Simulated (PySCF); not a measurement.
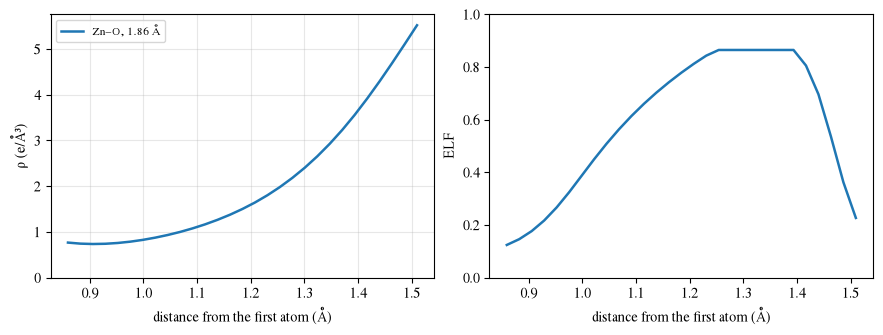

ZnO (triplet). Total electron density and electron localisation function along straight lines between neighbouring atoms. The curves leave out the atomic cores.

Method: PBE0/jorge-DZP-DKH, spin-free X2C-1e, Gaussian nucleus, at a bond length of 1.858 Å (PySCF 2.14.0).

```yaml
atoms:
  - { symbol: Zn, position_ang: [0.0000, 0.0000, -0.3718] }
  - { symbol: O, position_ang: [0.0000, 0.0000, 1.4862] }
```

> What can be read from the curves?

Zn–O (1.86 Å): ρ is about 0.74 e/Å³ halfway; the ELF peaks at about 0.85 in the valence shell of O, 0.6 Å from its nucleus, and is about 0.20 at the midpoint.
